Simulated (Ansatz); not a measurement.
**What a change does: single-point calculation on CH7ClOSi2**

System: CH7ClOSi2.
Method of the first run: RKS r2SCAN-D4/def2-TZVPP (Ansatz 0.2.0).

The geometry comes from this level: PBE0-D4/def2-TZVP. Text and figures count atoms from 1; the logs count them from 0 in places.

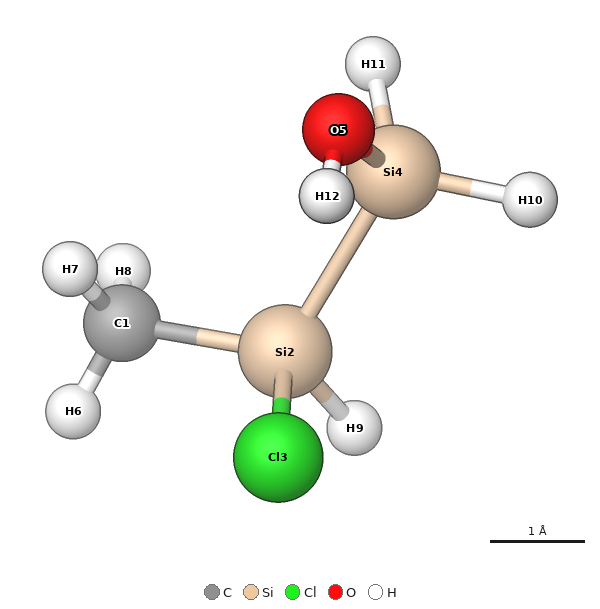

Fig. 1: The structure as given in the input (ball-and-stick view, seen at a tilt; atoms are numbered from 1 in the order of the input).

## Input file, the first run
```yaml
crystal:
  periodic: [false, false, false]
  atoms:
    - {symbol: C, position_ang: [-1.253555, -0.397336, 1.416225]}
    - {symbol: Si, position_ang: [0.419352, -0.565073, 0.613510]}
    - {symbol: Cl, position_ang: [1.718436, 0.794974, 1.518011]}
    - {symbol: Si, position_ang: [0.496439, 0.079867, -1.643190]}
    - {symbol: O, position_ang: [0.441677, 1.730090, -1.706391]}
    - {symbol: H, position_ang: [-1.185999, -0.575650, 2.491538]}
    - {symbol: H, position_ang: [-1.663544, 0.601473, 1.253869]}
    - {symbol: H, position_ang: [-1.945892, -1.126977, 0.986845]}
    - {symbol: H, position_ang: [0.984981, -1.917662, 0.864707]}
    - {symbol: H, position_ang: [1.737345, -0.463530, -2.266253]}
    - {symbol: H, position_ang: [-0.674624, -0.406076, -2.417019]}
    - {symbol: H, position_ang: [1.002483, 2.190699, -1.077752]}
basis:
  gaussian: {orbitals: def2-TZVPP}
hamiltonian: {xc: r2scan, dispersion: d4}
output: {forces: true, orbitals: {seedname: orbitals}}
```

Command:
```bash
ansatz run in.yaml --threads 4 --pin off --events-out ev --progress --plain --max-ram 10444MiB
```

Hardware: 4 threads of Arm Neoverse V1, 23 GiB of memory available, shared host.

## Output (the first run)
```
Functional definition: r2SCAN
  parameter k0 = 0.174
  parameter k1 = 0.065
  parameter a1 = 4.9479
  exchange = r2scan_x(k0 = k0, k1 = k1, a1 = a1)
  correlation = r2scan_c
1614 factors; their error is unknown
mean field evaluation 1: about -31465.8431 eV, gradient 7.8e1 eV
mean field evaluation 2: about -31437.5094 eV, gradient 1.4e2 eV
mean field evaluation 4: about -31477.2216 eV, gradient 9.5e0 eV
mean field evaluation 8: about -31477.4222 eV, gradient 2.4e-1 eV
mean field evaluation 16: about -31477.3736 eV, gradient 4.2e-4 eV
mean field -31477.37356539 eV, -1156.7721423979 hartree, gradient 1.2e-5 eV, S^2 0.000000; 0 other end points of the search recorded, 0 dependent functions left out
the calculation of the forces begins
reference -31477.37357926 eV, -1156.7721429078 hartree; 33, 33 occupied and 253, 253 virtual orbitals, 1614 factors
Total energy: -31477.45032772 eV, -1156.7749633614 hartree
Atom 0 at    -1.253555    -0.397336     1.416225 Å, force    -0.006437    -0.010897    -0.001644 eV/Å
Atom 1 at     0.419352    -0.565073     0.613510 Å, force    -0.007143    -0.057405    -0.031941 eV/Å
Atom 2 at     1.718436     0.794974     1.518011 Å, force     0.045536     0.050606     0.028394 eV/Å
Atom 3 at     0.496439     0.079867    -1.643190 Å, force     0.004387    -0.080356    -0.002003 eV/Å
Atom 4 at     0.441677     1.730090    -1.706391 Å, force    -0.019804     0.063931    -0.020671 eV/Å
Atom 5 at    -1.185999    -0.575650     2.491538 Å, force    -0.016766     0.006069    -0.016764 eV/Å
Atom 6 at    -1.663544     0.601473     1.253869 Å, force    -0.001079    -0.022697     0.010398 eV/Å
Atom 7 at    -1.945892    -1.126977     0.986845 Å, force     0.000714     0.020596     0.019616 eV/Å
Atom 8 at     0.984981    -1.917662     0.864707 Å, force    -0.014735     0.006843     0.003991 eV/Å
Atom 9 at     1.737345    -0.463530    -2.266253 Å, force    -0.018198    -0.000669    -0.004392 eV/Å
Atom 10 at    -0.674624    -0.406076    -2.417019 Å, force     0.022152     0.009123     0.000364 eV/Å
Atom 11 at     1.002483     2.190699    -1.077752 Å, force     0.011374     0.014856     0.014650 eV/Å
Dipole moment:    -0.193138    -0.161000     0.124722 e Å
```

For the second run the input was changed thus:
```diff
-hamiltonian: {xc: r2scan, dispersion: d4}
+hamiltonian: {xc: pbe, dispersion: d4}
```

How does the second run compare with the first run?

The total energies belong to different models, so their difference says nothing on which is more stable or more accurate. The largest force goes from 0.081 to 0.543 eV/Å. The HOMO goes from −6.76 to −6.48 eV. The LUMO goes from −1.26 to −1.56 eV. The dipole moment goes from 1.35 to 1.30 D. On the same kind of shared host the second run took about 0.49 times as long.

## Output (the second run)
```
Functional definition: PBE
  parameter kappa = 0.804
  parameter beta = 0.06672455060314922
  exchange = pbe_x(kappa = kappa, mu = beta*pi^2/3)
  correlation = pbe_c(beta = beta)
1614 factors; their error is unknown
mean field evaluation 1: about -31449.8947 eV, gradient 8.5e1 eV
mean field evaluation 2: about -31398.6999 eV, gradient 1.7e2 eV
mean field evaluation 4: about -31463.6157 eV, gradient 1.5e1 eV
mean field evaluation 8: about -31464.1056 eV, gradient 3.6e-1 eV
mean field evaluation 16: about -31464.0582 eV, gradient 4.8e-3 eV
mean field -31464.05821889 eV, -1156.2828124395 hartree, gradient 4.0e-5 eV, S^2 0.000000; 0 other end points of the search recorded, 0 dependent functions left out
the calculation of the forces begins
reference -31464.05826669 eV, -1156.2828141961 hartree; 33, 33 occupied and 253, 253 virtual orbitals, 1614 factors
Total energy: -31464.36583165 eV, -1156.2941169999 hartree
Atom 0 at    -1.253555    -0.397336     1.416225 Å, force     0.007761    -0.006022    -0.004077 eV/Å
Atom 1 at     0.419352    -0.565073     0.613510 Å, force    -0.028064    -0.056358    -0.140650 eV/Å
Atom 2 at     1.718436     0.794974     1.518011 Å, force     0.167722     0.173859     0.104840 eV/Å
Atom 3 at     0.496439     0.079867    -1.643190 Å, force     0.038702    -0.368186     0.107599 eV/Å
Atom 4 at     0.441677     1.730090    -1.706391 Å, force    -0.297222     0.312558    -0.330326 eV/Å
Atom 5 at    -1.185999    -0.575650     2.491538 Å, force     0.003402    -0.033552     0.206255 eV/Å
Atom 6 at    -1.663544     0.601473     1.253869 Å, force    -0.079521     0.184467    -0.029468 eV/Å
Atom 7 at    -1.945892    -1.126977     0.986845 Å, force    -0.136128    -0.135252    -0.076539 eV/Å
Atom 8 at     0.984981    -1.917662     0.864707 Å, force     0.060311    -0.162739     0.034324 eV/Å
Atom 9 at     1.737345    -0.463530    -2.266253 Å, force     0.135770    -0.078699    -0.078533 eV/Å
Atom 10 at    -0.674624    -0.406076    -2.417019 Å, force    -0.131028    -0.042744    -0.093949 eV/Å
Atom 11 at     1.002483     2.190699    -1.077752 Å, force     0.258295     0.212668     0.300525 eV/Å
Dipole moment:    -0.187324    -0.149475     0.126418 e Å
```

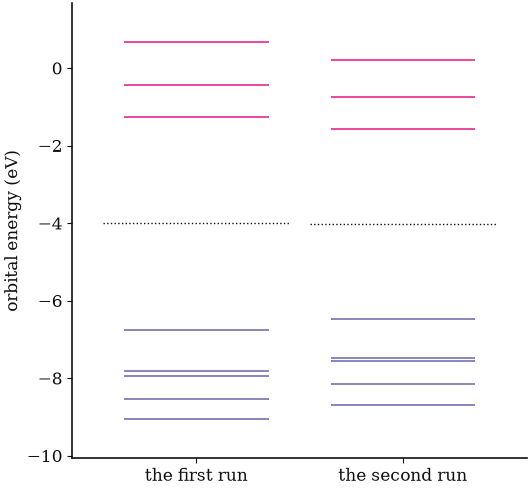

Fig. 2: The five highest filled and three lowest empty orbital energies of the two runs; the dotted lines part filled from empty levels. The HOMO–LUMO gap is 5.50 eV in the first run and 4.91 eV in the second run.

## The two runs side by side

```tsv
quantity	the first run	the second run
outcome	converged	converged
total energy (hartree)	−1156.774963	−1156.294117
HOMO (eV)	−6.76	−6.48
LUMO (eV)	−1.26	−1.56
dipole moment (D)	1.35	1.30
largest force (eV/Å)	0.081	0.543
basis functions	286	286
wall time (shared host)	7 s	3.5 s
```
